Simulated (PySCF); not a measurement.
# CH3ClLi: the cost of one run

Computed with PySCF 2.14.0; each step states its level. No surroundings beyond the atoms listed, unless a continuum is named. Atoms count from 0, parts from 1.

## Step 1: The system as given

6 atoms, charge -1, multiplicity 1; geometry: GFN2-xTB. Parts: 1 = atoms 0–4, `[Li][CH3]`, charge 0; 2 = atom 5, `[Cl-]`, charge -1.

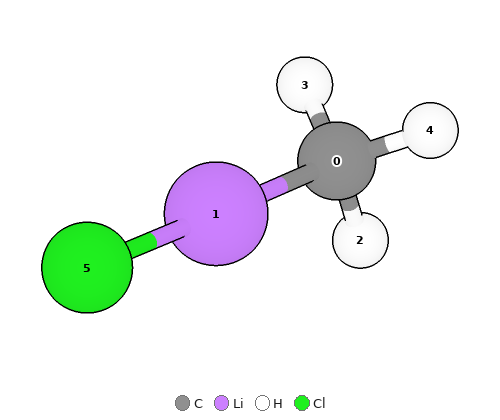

The starting geometry (carbon grey, lithium purple, hydrogen white, chlorine green), atoms numbered.

## Step 2: Geometry optimisation at PBE0-D3(BJ)/def2-TZVPD

Job settings and geometry (Å):

```
{"job": {"xc": "PBE0", "basis": "def2-TZVPD", "d3": "d3bj", "grid": 3, "kind": "geom", "shake": 0.01}, "charge": -1, "multiplicity": 1, "parts": [{"atoms": "0-4", "charge": 0, "multiplicity": 1}, {"atoms": "5-5", "charge": -1, "multiplicity": 1}]}
C     -0.102475     0.029415     0.053548
Li     0.998647    -0.807104    -1.394739
H     -0.944518     0.705735    -0.334102
H     -0.610670    -0.656756     0.700027
H      0.436668     0.687218     0.734625
Cl     2.202074    -1.717055    -2.926215
```

Run with:

```bash
$ OMP_NUM_THREADS=1 python cluster_run.py task.json out
```

This one command runs all jobs of the session in turn.

Q: Estimate the wall time and peak memory of this first job on 1 thread of Arm Neoverse N1, shared host.

About 39 s, with a peak of 0.54 GiB.
